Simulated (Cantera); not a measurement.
A closed system holds: 1 mol SiCl4, 5.4 mol HCl, 1.4 mol H2, at 0.280 bar.

Method: chemical equilibrium by Gibbs-energy minimisation in Cantera with the NASA 1993 tables (ideal gas, pure condensed phases). Candidate condensed phases: Si; 19 gas species. The tables' values for SiCl3 are old estimates; treat these amounts as uncertain. Rates play no part.

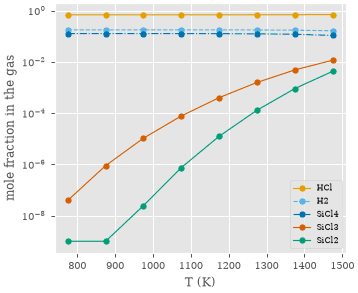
Fig. 1. Equilibrium gas composition (values under 1e-9 drawn at 1e-9)

**Question.** Read off the mole fractions at 1175 K.

**Answer.** HCl about 0.69, H2 about 0.18, SiCl4 about 0.13, SiCl3 about 0.00040, SiCl2 about 1.3e-5.
